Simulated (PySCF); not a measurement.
CH₅S (cation, charge +1), SMILES C[SH2+] at its PBE0/def2-SVP optimised geometry (Å):

```
7

C      0.8350    -0.1484     0.0000
S     -0.9793    -0.1484     0.0000
H      1.1382    -1.1887     0.1822
H      1.1382     0.1527    -1.0124
H      1.2330     0.5311     0.7630
H     -1.2330    -0.3032     1.3281
H     -1.2330     1.1887     0.0000
```

Computed with PBE0/def2-TZVP (PySCF).

Map of the electron localisation function on the plane z = 1.2 Å:

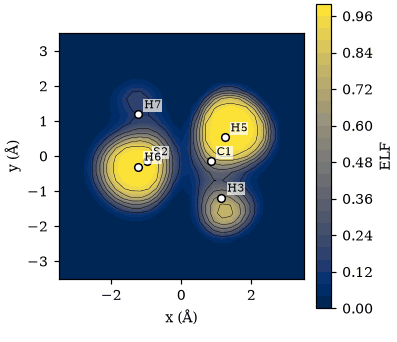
Electron localisation function on the plane z = 1.2 Å.
